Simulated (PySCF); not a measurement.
## Excited-state calculation of BH2F

System: BH2F, SMILES BF.
Method: TDA (r2SCAN)/def2-TZVP, RKS (PySCF 2.14.0).

The geometry comes from this level: PBE0-D4/def2-TZVP.

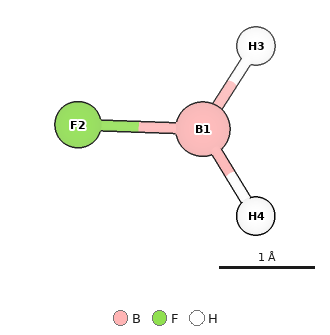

Fig. 1: The structure as given in the input (ball-and-stick view, seen at a tilt; atoms are numbered from 1 in the order of the input). Bond lengths as drawn: B–F 1.32 Å and B–H 1.20 Å.

## Input (input.py)
```python
from pyscf import gto, dft, tdscf

mol = gto.Mole()
mol.atom = 'geometry.xyz'
mol.spin = 0
mol.max_memory = 1860
mol.basis = 'def2-tzvp'
mol.verbose = 3
mol.build()

mf = dft.RKS(mol, xc='r2scan')
mf.grids.level = 1
mf.conv_tol = 1e-10
mf.kernel()
if not mf.converged:
    mf = mf.newton().run(mf.mo_coeff, mf.mo_occ)

e_tot = mf.e_tot
print(f'total energy: {e_tot:.8f} hartree')

td = tdscf.TDA(mf)
td.nstates = 3
td.kernel()
td.analyze()
roots = td.e * 27.211386
osc = td.oscillator_strength()
print('state   eV      nm      f')
for i, (w, f) in enumerate(zip(roots, osc), 1):
    print('%3d %9.4f %8.1f %9.5f' % (i, w, 1239.842 / w, f))
```

## File geometry.xyz
```
4
BFH2
B     -0.027300    -0.004000    -0.030800
F      1.061200    -0.296700     0.649900
H     -1.012500    -0.649100     0.186200
H      0.034200     0.889600    -0.825600
```

Launched with:
```bash
OMP_NUM_THREADS=1 python input.py
```

## What the program printed
```
converged SCF energy = -125.914796153213
total energy: -125.91479615 hartree
Excitation energies (eV)
[ 6.36310021  9.75396531 10.02477709]

** Singlet excitation energies and oscillator strengths **
state   eV      nm      f
  1    6.3631    194.8   0.00000
  2    9.7540    127.1   0.01581
  3   10.0248    123.7   0.10431
```

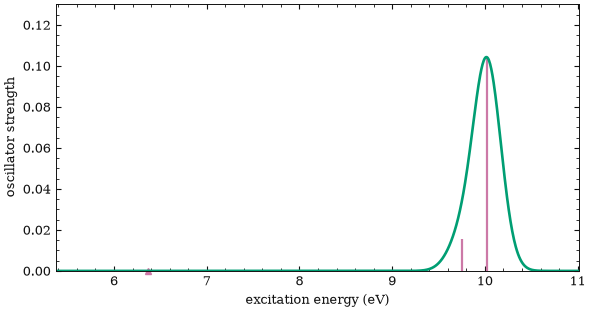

Fig. 2: Computed excitations as sticks (degenerate states added up, dark ones marked on the axis), with a Gaussian envelope of 0.35 eV full width at half maximum, scaled to the tallest. Of the 3 states the lowest lies at 6.36 eV (f = 0.000); the strongest line is at 10.02 eV, or 124 nm (f = 0.104).

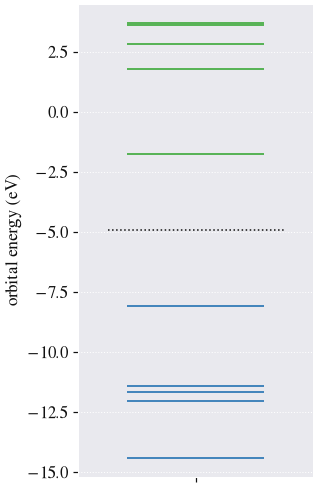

Fig. 3: Orbital energies near the frontier; the dotted line parts filled from empty levels, and levels within 0.02 eV of each other stand side by side. Highest filled −8.10 eV, lowest empty −1.75 eV, 6.35 eV apart.

## Summary

- outcome: converged
- total energy: −125.914796 hartree
- basis functions: 74
- HOMO: −8.10 eV
- LUMO: −1.75 eV
- dipole moment: 0.66 D
- lowest excitation: 6.36 eV
- hardware: 1 thread of Arm Neoverse V2, 24 GiB of memory available, shared host
- wall time: 17 s
- peak memory: 0.23 GiB
